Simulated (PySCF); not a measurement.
# C₆H₈F₃N, SMILES `C/C(=C/C=N)CC(F)(F)F`: electronic structure

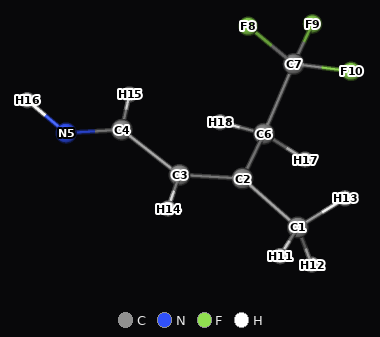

The molecule, with its atoms numbered as below. No frequency check shows the geometry to be a minimum.

Cartesian coordinates (Å):

```
C1      -0.1515   -2.5035    0.0944
C2      -0.5320   -1.1009   -0.2536
C3      -1.7263   -0.5929    0.0683
C4      -2.2127    0.7452   -0.1967
N5      -3.3708    1.0547    0.1987
C6       0.5417   -0.3171   -0.9707
C7       1.4076    0.4577    0.0098
F8       0.7135    1.3372    0.7417
F9       2.3590    1.1622   -0.6280
F10      2.0488   -0.3408    0.8755
H11     -0.9431   -2.9955    0.6510
H12      0.0473   -3.0752   -0.8124
H13      0.7578   -2.5107    0.6946
H14     -2.4422   -1.2140    0.5875
H15     -1.5419    1.4318   -0.7288
H16     -3.6651    2.0059   -0.0083
H17      1.2073   -0.9899   -1.5157
H18      0.1221    0.4069   -1.6703
```

## 1. Bonding charge

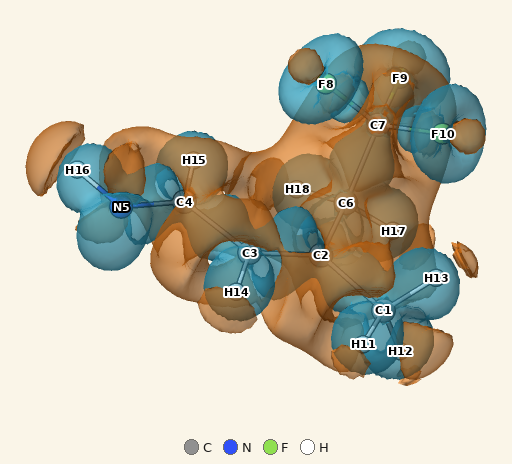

Deformation density (molecule less spherical, spin-averaged free atoms at the same positions), surfaces at ±0.04 e/Å³; light blue: gain, orange: loss.

Method: B3LYP/6-311G**; geometry: GFN2-xTB; program: PySCF.

How much density has each bond gained at its critical point, relative to the free atoms?

Answer. The five largest and four smallest: N5–H16: +0.83 e/Å³ at the bond critical point (bond length 1.02 Å, Mayer order 0.9). C3–H14: +0.73 e/Å³ at the bond critical point (bond length 1.08 Å, Mayer order 1.0). C4–H15: +0.72 e/Å³ at the bond critical point (bond length 1.10 Å, Mayer order 0.9). C6–H18: +0.71 e/Å³ at the bond critical point (bond length 1.09 Å, Mayer order 0.9). C6–H17: +0.70 e/Å³ at the bond critical point (bond length 1.09 Å, Mayer order 0.9). C2–C6: +0.48 e/Å³ at the bond critical point (bond length 1.51 Å, Mayer order 1.0). C7–F8: +0.08 e/Å³ at the bond critical point (bond length 1.34 Å, Mayer order 1.1); up to 0.6 Å beside the axis the gain reaches +0.30 e/Å³. C7–F10: +0.07 e/Å³ at the bond critical point (bond length 1.34 Å, Mayer order 1.1); up to 0.6 Å beside the axis the gain reaches +0.30 e/Å³. C7–F9: +0.07 e/Å³ at the bond critical point (bond length 1.34 Å, Mayer order 1.1); up to 0.6 Å beside the axis the gain reaches +0.29 e/Å³. In all, 4.0 electrons gather in the regions of gain relative to the promolecule. A small or negative value marks a very polar bond, one between electron-rich atoms, whose free-atom densities already overlap strongly, a long bond to a heavier atom, or a closed-shell contact such as a hydrogen bond.

Where do the Hirshfeld charges lie?

Answer. The highest Hirshfeld charge is on C7 (+0.27 e), the lowest on N5 (−0.22 e).

```csv
atom,charge (e)
C1,−0.11
C2,+0.03
C3,−0.06
C4,+0.04
N5,−0.22
C6,−0.08
C7,+0.27
F8,−0.09
F9,−0.10
F10,−0.09
H11,+0.05
H12,+0.04
H13,+0.04
H14,+0.04
H15,+0.03
H16,+0.11
H17,+0.05
H18,+0.05
```

## 2. Local ionisation energy

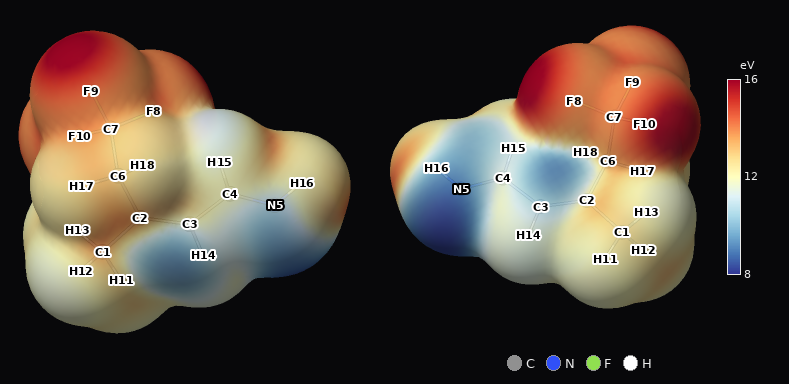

Average local ionisation energy on the surface of electron density 0.001 a.u. (back view left, front view right).

Where are the most loosely bound electrons on this surface?

Answer. The lowest value is 8.1 eV, 2.0 Å from N5. Further minima include 9.0 eV, off the C2–C3 bond (2.1 to 2.2 Å from its atoms); 9.1 eV, over C3, off the plane of its three bonds (2.1 Å); 11.2 eV, 1.4 Å from H15. For comparison, the highest occupied orbital lies at −7.1 eV.

What volume does the surface enclose, and what is the dipole moment?

Answer. About 171 Å³; the dipole moment is 2.3 D.

## 3. In an electric field

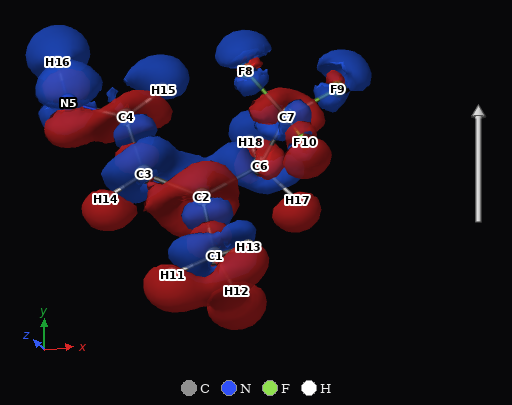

Change of the electron density in a uniform field of 0.21 V/Å along +y (arrow), surfaces at ±0.002 e/Å³ (red: gain, blue: loss).

Level of theory: ωB97X/def2-SVP (PySCF), at a geometry from GFN2-xTB. A basis without diffuse functions makes polarisabilities too small.

What dipole is induced, and what polarisability does it imply?

Answer. The induced dipole is 0.78 D (+0.76 D along the field); α along this axis, from the fields in both directions, is 75 bohr³ (11.1 Å³).

Which atoms gain and lose the most charge?

Answer. Electrons gather most on H12 (Hirshfeld charge changes by −0.007 e) and leave H16 most (+0.008 e); 0.075 electrons are displaced in all.

## 4. Removing or adding an electron

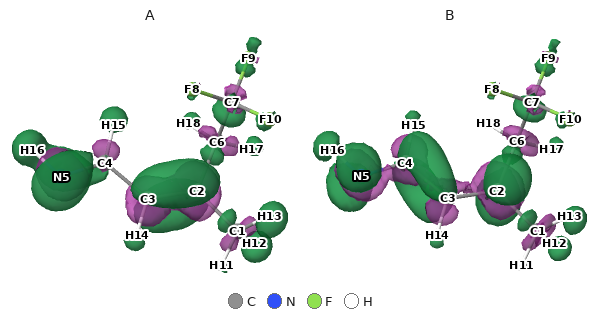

The two Fukui functions at ±0.03 e/Å³ (green positive, purple negative).

PySCF calculation, B3LYP/cc-pVDZ, gas phase; geometry: GFN2-xTB.

Which panel is f⁻ (electron removed) and which f⁺ (electron added)?

Answer. A is f⁻, B is f⁺. f⁻ (Hirshfeld-condensed) is largest on N5 (0.18), C2 (0.13) and C3 (0.13); the vertical ionisation energy is 9.08 eV (the stability of the cation's solution wasn't checked). f⁺ (Hirshfeld-condensed) is largest on N5 (0.16), C2 (0.12) and C4 (0.12); the vertical electron affinity is −0.83 eV (the stability of the anion's solution wasn't checked; negative, but this basis has no diffuse functions, so it doesn't show that the anion is unbound).

What chemical potential and hardness follow from the two energies?

Answer. μ = −(I + A)/2 = −4.13 eV and η = I − A = 9.91 eV.

## 5. Localised orbitals

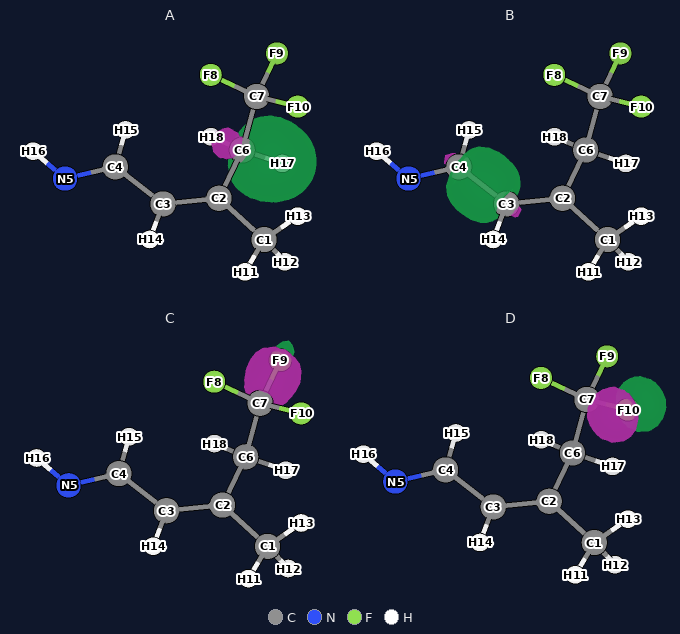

Pipek–Mezey orbitals, occupied; each surface holds about 80 % of the orbital's density. Energies are diagonal elements of the Fock matrix.

Level of theory: PBE/cc-pVDZ (PySCF), at a geometry from GFN2-xTB.

Identify each orbital.

Answer. By panel:
- A: σ bond C6–H17 (C6 55 %, H17 43 %; −12.6 eV)
- B: σ bond C4–C3 (C4 50 %, C3 49 %; −14.2 eV)
- C: σ bond F9–C7 (F9 68 %, C7 31 %; −22.8 eV)
- D: lone pair on F10 (p-type) (F10 96 %, C7 3 %; −10.5 eV)
